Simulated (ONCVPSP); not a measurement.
## Pseudopotential generation for Pb

System: lead (Pb, Z = 82), core [Xe] 4f14 5d10, reference valence 6s2 6p2, valence charge 4.
Method: ONCV potential, PBEsol, fully relativistic, made with ONCVPSP 4.0.1.

**The input**
```
# ATOM AND REFERENCE CONFIGURATION
# atsym  z   nc   nv     iexc    psfile
  Pb 82.00   13    2  -116133      upf
#
#   n    l    f
    1    0    2.00
    2    0    2.00
    2    1    6.00
    3    0    2.00
    3    1    6.00
    3    2   10.00
    4    0    2.00
    4    1    6.00
    4    2   10.00
    4    3   14.00
    5    0    2.00
    5    1    6.00
    5    2   10.00
    6    0    2.00
    6    1    2.00
#
# PSEUDOPOTENTIAL AND OPTIMIZATION
# lmax
    2
#
#   l,   rc,      ep,       ncon, nbas, qcut
    0    1.70    0.00    3    7    3.70
    1    2.35    0.00    5    9    4.20
    2    2.15    0.04    3    6    4.70
#
# LOCAL POTENTIAL
# lloc, lpopt,  rc(5),   dvloc0
    4    3    1.65    0.00
#
# VANDERBILT-KLEINMAN-BYLANDER PROJECTORs
# l, nproj, debl
    0    1    0.60
    1    3    1.70
    2    2    3.80
#
# MODEL CORE CHARGE
# icmod, fcfact, rcfact
    2    0.20    0.90
#
# LOG DERIVATIVE ANALYSIS
# epsh1, epsh2, depsh
   -2.00    5.00    0.02
#
# OUTPUT GRID
# rlmax, drl
    6.00    0.01
#
# TEST CONFIGURATIONS
# ncnf
    4
# nvcnf
#   n    l    f
    2
    6    0    2.00
    6    1    1.00
#
    2
    6    0    2.00
    6    1    0.00
#
    2
    6    0    1.00
    6    1    0.00
#
    2
    6    0    2.00
    6    1    1.50
#
```

Run as:
```bash
oncvpspr.x < Pb.dat > Pb.out
```

**Log (extracts)**
```
ONCVPSP  (Optimized Norm-Conservinng Vanderbilt PSeudopotential)
relativistic version 4.0.1

#   n    l    f        energy (Ha)
    1    0    2.00    -3.2321513D+03
    2    0    2.00    -5.7760203D+02
    2    1    6.00    -4.7422540D+02    -5.5466138D+02
    3    0    2.00    -1.3862570D+02
    3    1    6.00    -1.1033808D+02    -1.2828332D+02
    3    2   10.00    -8.9533800D+01    -9.3352803D+01
    4    0    2.00    -3.1367245D+01
    4    1    6.00    -2.2498397D+01    -2.6894682D+01
    4    2   10.00    -1.4397776D+01    -1.5218110D+01
    4    3   14.00    -4.7851055D+00    -4.9700195D+00
    5    0    2.00    -5.2810024D+00
    5    1    6.00    -2.9297079D+00    -3.7540099D+00
    5    2   10.00    -7.3658816D-01    -8.3172244D-01
    6    0    2.00    -4.4249413D-01
    6    1    2.00    -1.1500004D-01    -1.6963105D-01

Reference configufation results
  iterations    23
  all-electron total energy (Ha)   -2.09229431D+04

Begin loop to  construct optimized pseudo wave functions
and semi-local pseudopoentials for all angular momenta

Calculating optimized projector #   1

 for l=   0

    Fraction of norm inside rc  0.215026
    Optimizing pswf for qcut=   3.70 a_B^-1,  ecut=   6.83 Ha
    Residual kinetic energy error=  5.93D-04 Ha
 ERROR pspot:  first pseudo wave function has node,          program will stop
 ERROR pspot: try changing psp parameters for this l
```

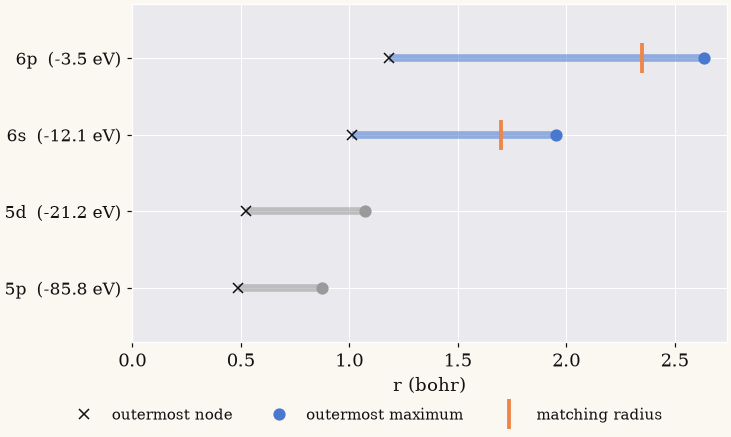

Outer shells of the all-electron reference atom: each bar runs from the outermost node (or the nucleus) to the outermost maximum of u(r); the tick is the radius chosen for the pseudo-wave. Shells without a tick have no pseudo-wave of their own. Levels, nodes and maxima are from ld1.x, scalar-relativistic.

- Radii against the shells: 6s: 1.70 bohr, between node and maximum; 6p: 2.35 bohr, between node and maximum.

**Outcome**

- outcome: ended with an error
- hardware: 1 CPU thread, shared host

**Diagnosis**

The generator stopped with the message “ERROR pspot: first pseudo wave function has node, program will stop”. In words: the optimised pseudo-wave of the first projector has a node, so the radial equation cannot be inverted for a potential. It was at work on the s channel when it stopped.
